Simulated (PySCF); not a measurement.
**C₈H₁₂N₂: density, localisation and related maps**

```xyz
22

C    -2.9923    1.0388    2.1474
C    -2.0452    0.5775    1.5803
C    -0.9215    0.0042    0.8615
C    -1.4120   -1.1562   -0.0309
C    -2.1893   -0.6834   -1.1454
N    -2.7927   -0.2991   -2.0375
C    -0.2054    1.1026    0.0595
C     0.9708    0.5733   -0.7598
N     1.8486   -0.2487    0.0554
C     2.9837   -0.7633   -0.6833
H    -3.8144    1.4464    2.6555
H    -0.2153   -0.4182    1.5853
H    -2.0304   -1.8378    0.5603
H    -0.5483   -1.7068   -0.4103
H     0.1528    1.8581    0.7638
H    -0.9164    1.5846   -0.6149
H     0.6071   -0.0478   -1.5843
H     1.4988    1.4320   -1.2124
H     2.1834    0.3035    0.8416
H     2.6191   -1.4195   -1.4749
H     3.6114   -1.3445   -0.0098
H     3.5969    0.0237   -1.1478
```

Geometry: GFN2-xTB.

The calculation used PBE0/pcSseg-1, SCF density, gas phase, non-relativistic (PySCF 2.14.0).

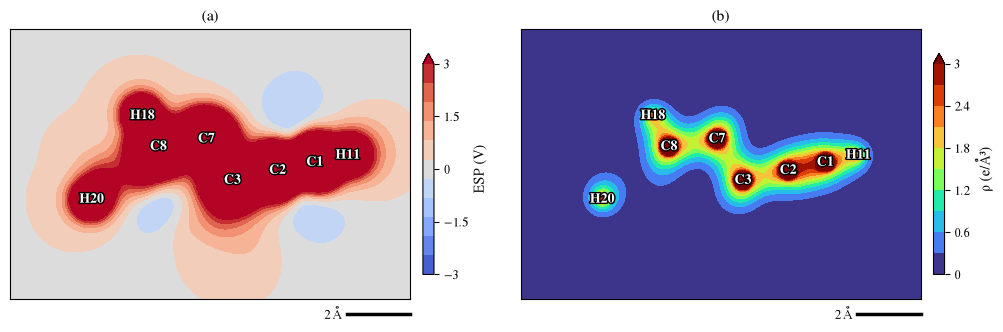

Figure 1. (a) molecular electrostatic potential; (b) total electron density on the plane of atoms C2, C3 and C7.

Question: What does the map show?

Answer: The section cuts through C and H sites.
C–C (1.20 Å): ρ at the midpoint is about 2.8 e/Å³.
C–H (1.05 Å): ρ is about 2.1 e/Å³ halfway.
Outside the dense part of the molecule the potential is most negative (−0.8 V) near C1.

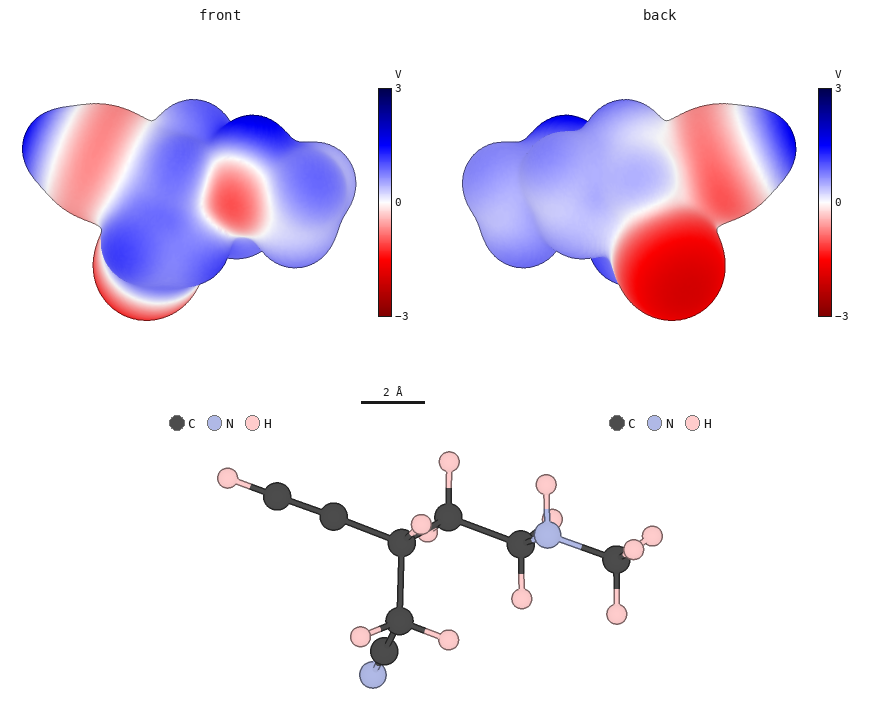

Figure 2. The electrostatic potential painted on the density surface at 0.002 e/bohr³, seen from the front and from behind; red is negative and blue positive. The bare structure is drawn below in the same view.

Question: Which sites attract a positive test charge, and which a negative one?

Answer: A positive charge is drawn to the negative regions and a negative charge to the positive ones. The most negative region (about −2.0 V) lies over N6, the most positive (about +1.6 V) over H19. N6 is the likeliest acceptor of a hydrogen bond.

Question: How polar is the molecule by this calculation?

Answer: Its dipole moment is 4.35 D.

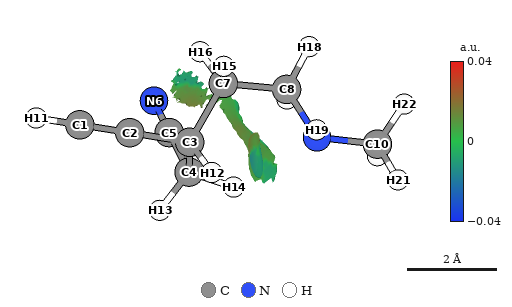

Figure 3. Non-covalent interaction (NCI) plot: the surface where the reduced density gradient is 0.6, for densities under 0.05 a.u., coloured by sign(λ₂)ρ; seen from one side.

Question: Identify the weak interactions.

Answer: Between N9 and C8 on one side and C3 and H12 on the other: a weak contact, attractive (blue-green) on one side and crowded (olive to red) on the other.
